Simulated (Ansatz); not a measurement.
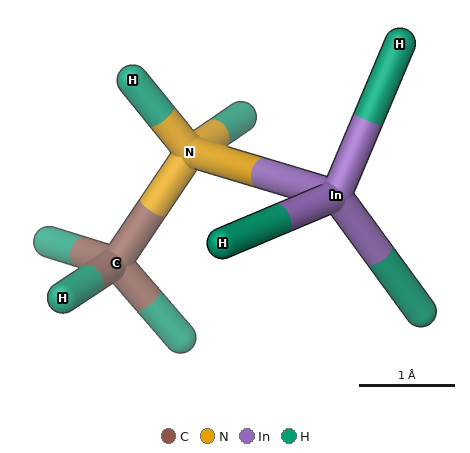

Figure 1. The structure as given in the input (stick view, seen at a tilt). Sticks mark near contacts.

Single-point calculation of CH₈InN (charge −1)

System: CH₈InN, charge −1, multiplicity 2.
Method: UKS revPBE0/x2c-TZVPPall (Ansatz 0.2.0).

The geometry comes from this level: PBE0-D4/def2-TZVP.

**Input file**
```yaml
crystal:
  periodic: [false, false, false]
  atoms:
    - {symbol: C, position_ang: [1.209241, -0.837465, 0.121088]}
    - {symbol: N, position_ang: [0.501590, 0.399661, 0.460862]}
    - {symbol: In, position_ang: [-1.666936, 0.538544, -0.500124]}
    - {symbol: H, position_ang: [1.303452, -0.904568, -0.962810]}
    - {symbol: H, position_ang: [2.204811, -0.896053, 0.570065]}
    - {symbol: H, position_ang: [0.616482, -1.688028, 0.457910]}
    - {symbol: H, position_ang: [1.026965, 1.209247, 0.150656]}
    - {symbol: H, position_ang: [0.397444, 0.488276, 1.465357]}
    - {symbol: H, position_ang: [-1.139207, 0.439633, -2.153024]}
    - {symbol: H, position_ang: [-2.290862, -0.895686, 0.257603]}
    - {symbol: H, position_ang: [-2.097479, 2.089439, 0.153117]}
basis:
  gaussian: {orbitals: x2c-TZVPPall, fitting: {mean_field: cc-pVTZ-jkfit}, nuclear_model: gaussian}
total_charge: -1
magnetization: {spin_polarized: true, initial_magnetization: 1}
hamiltonian: {xc: {name: revPBE0}}
```

Run on 4 threads of AMD EPYC, 23 GiB of memory available, shared host.

Command:
```bash
ansatz run in.yaml --threads 4 --pin off --events-out ev --progress --plain --max-ram 10444MiB
```

**Log**
```
Functional definition: revPBE0
  name "revPBE0"
  cite "Zhang & Yang, Phys. Rev. Lett. 80, 890 (1998) doi:10.1103/PhysRevLett.80.890"
  cite "Adamo & Barone, J. Chem. Phys. 110, 6158 (1999) doi:10.1063/1.478522"
  cite "Perdew, Burke & Ernzerhof, Phys. Rev. Lett. 77, 3865 (1996) doi:10.1103/PhysRevLett.77.3865"
  parameter a = 0.25
  parameter kappa = 1.245
  parameter beta = 0.06672455060314922
  exchange = (1 - a)*pbe_x(kappa = kappa, mu = beta*pi^2/3) + a*exact_x
  correlation = pbe_c(beta = beta)
Error: [file] the basis set cc-pVTZ-JKFIT has no functions for In
```

**Outcome**

- outcome: refused by the program

The program refused the input: “[file] the basis set cc-pVTZ-JKFIT has no functions for In”
